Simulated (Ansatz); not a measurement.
TiO2 (anatase)

```
CELL_PARAMETERS angstrom
     -1.88487     1.88487     4.77774
      1.88487    -1.88487     4.77774
      1.88487     1.88487    -4.77774
ATOMIC_POSITIONS crystal
  Ti 0.50000 0.50000 0.00000
  Ti 0.25000 0.75000 0.50000
  O  0.29253 0.29253 0.00000
  O  0.04253 0.54253 0.50000
  O  0.45747 0.95747 0.50000
  O  0.70747 0.70747 0.00000
```

In this cell atom 6 (O, nearest neighbour Ti at 1.928 Å; its periodic images, 3.8 Å or more away, move with it) is moved by s along Cartesian [111], unit vector (0.577, 0.577, 0.577); all other atoms and the cell stay fixed.

Method: PBEsol (plane waves to 420 eV, PAW, scalar-relativistic; Ansatz, a first-principles code). k mesh 10×10×10 (Γ-centred), Fermi-Dirac smearing 0.05 eV. Energies are smeared free energies. The PAW data are Ansatz's earlier set. TiO2 is run without spin polarisation. TiO2 was relaxed with its symmetry unable to fall. ΔE is measured from the undisplaced structure.

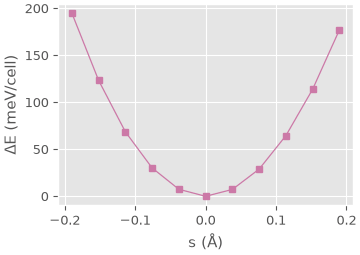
*ΔE (meV/cell) against s (Å); markers are the computed points, lines only join them.*

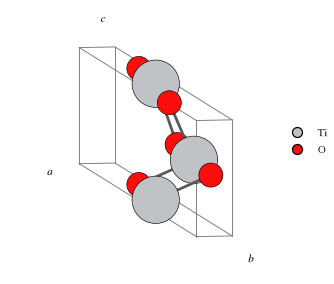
The cell of the calculation at s = -0.190 Å.

The force along the line at s = -0.190 Å comes out as 2.11 eV/Å. The energy at s = 0.190 Å is 177.2 meV/cell. Harmonic estimate at the end of the scan: ½ks² = 184.4 meV/cell against the computed 177.2 meV/cell, so the well is close to harmonic there. Symmetry of the curve: not even: the negative side lies higher at ±0.190 Å. Shape of the curve: a single well with its minimum at or next to zero displacement.

With its periodic images moving along, the atom's site symmetry in this cell is mm2.

(For displaced atoms, the force is minus the slope of the energy, and its curvature is a force constant, which sets phonon frequencies.)
